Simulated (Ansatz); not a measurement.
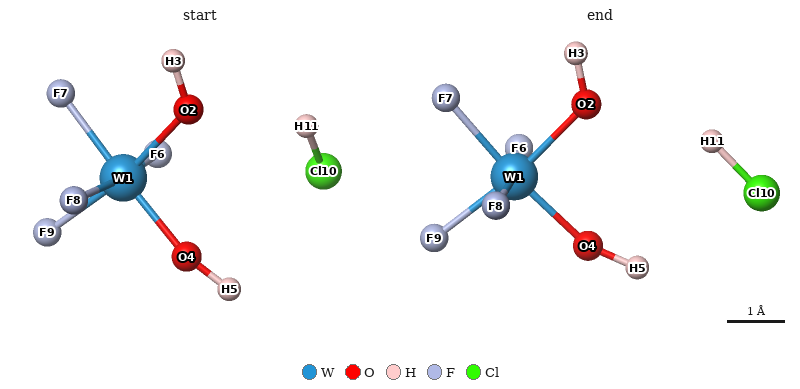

The structure of WH$_{3}$O$_{2}$ClF$_{4}$ before (left) and after (right) a relaxation, at one scale.

A ball-and-stick model, seen at a tilt.

The run prepares an end point of a later path (reaction) calculation, from a guessed geometry.

Method: RHF/def2-SVP (Ansatz). (no spin polarisation; force threshold 0.03 eV/Å; at most 50 steps)

**What changed between the two?**

The atom that moves furthest after the best rigid fit is Cl10 (1.36 Å). By element the largest moves are Cl 1.36 Å, F 0.71 Å, H 0.61 Å, O 0.49 Å, W 0.17 Å. Some distances before and after: Cl10–H11 1.320 → 1.278 Å, W1–O2 1.904 → 1.872 Å, W1–F6 1.837 → 1.845 Å. Among the angles between lasting bonds that change: W1–O4–H5 164.8° → 159.8°, O2–W1–O4 93.8° → 90.2°, O4–W1–F7 177.4° → 174.1°. The energy falls by 0.360 eV in 15 geometry steps. The largest force component goes from 1.4 to 0.02 eV/Å.

Limits of the set-up: the start holds two separate molecules, 2.2 Å apart at their closest, whose relative position is a soft coordinate and is computed without a dispersion correction; Hartree-Fock leaves out electron correlation.
